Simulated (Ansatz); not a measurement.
# Abstraction of H: GeH3Cl + Sn(NH2)3 → GeH2Cl + SnH(NH2)3

Species: GeH3Cl (chlorogermane) `[Cl][GeH3]`, singlet; Sn(NH2)3, doublet; GeH2Cl `[Cl][GeH2]`, doublet; SnH(NH2)3, singlet. A radical takes H: the energy is the difference in strength between the Ge–H bond broken and the Sn–H bond made.

Shapes, held fixed at every level: PBE0-D4/def2-TZVP. Flexible molecules stand in one conformer, not always the lowest. Programs: Ansatz 0.2.0. Electronic energies: no zero-point or thermal term.

```json
{"level": "MP2/def2-TZVPP", "kind": "perturbation theory", "ΔE (kJ/mol)": "+56.6", "less CCSD(T)/def2-TZVPP": "-1.6"}
{"level": "HF/def2-TZVPP", "kind": "Hartree–Fock", "ΔE (kJ/mol)": "+38.5", "less CCSD(T)/def2-TZVPP": "-19.7"}
{"level": "PBE-D4/def2-TZVPP", "kind": "GGA", "ΔE (kJ/mol)": "+77.8", "less CCSD(T)/def2-TZVPP": "+19.6"}
{"level": "r2SCAN-D4/def2-TZVPP", "kind": "meta-GGA", "ΔE (kJ/mol)": "+73.9", "less CCSD(T)/def2-TZVPP": "+15.7"}
{"level": "PBE0-D4/def2-TZVPP", "kind": "global hybrid", "ΔE (kJ/mol)": "+64.3", "less CCSD(T)/def2-TZVPP": "+6.1"}
{"level": "wB97M-V/def2-TZVPP", "kind": "range-separated hybrid", "ΔE (kJ/mol)": "+57.5", "less CCSD(T)/def2-TZVPP": "-0.7"}
{"level": "CCSD/def2-TZVPP", "kind": "coupled cluster or CI", "ΔE (kJ/mol)": "+55.0", "less CCSD(T)/def2-TZVPP": "-3.2"}
{"level": "CCSD(T)/def2-TZVPP", "kind": "coupled cluster or CI", "ΔE (kJ/mol)": "+58.2", "less CCSD(T)/def2-TZVPP": "0.0"}
```

The highest level, CCSD(T)/def2-TZVPP, gives ΔE = +58.2 kJ/mol; the levels span +38.5 to +77.8. The column of differences is taken from that level and isn't an error. No measured value is set beside it here. Open shells run unrestricted. For atoms past krypton def2 sets carry core potentials with scalar relativity. Relativity is left out for Ge. Outer-core shells of Ge, Sn are correlated in most correlated rows, in sets that cover them unevenly.

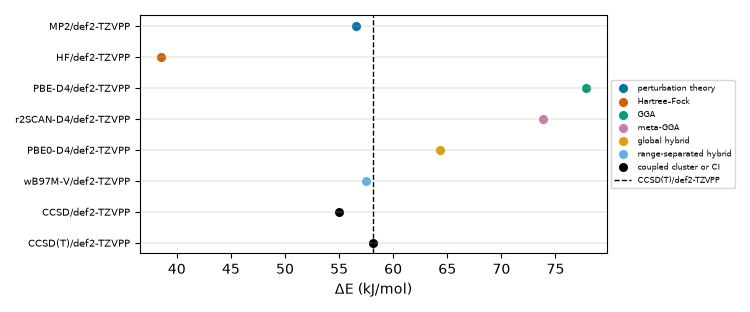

The values of the table, level by level.
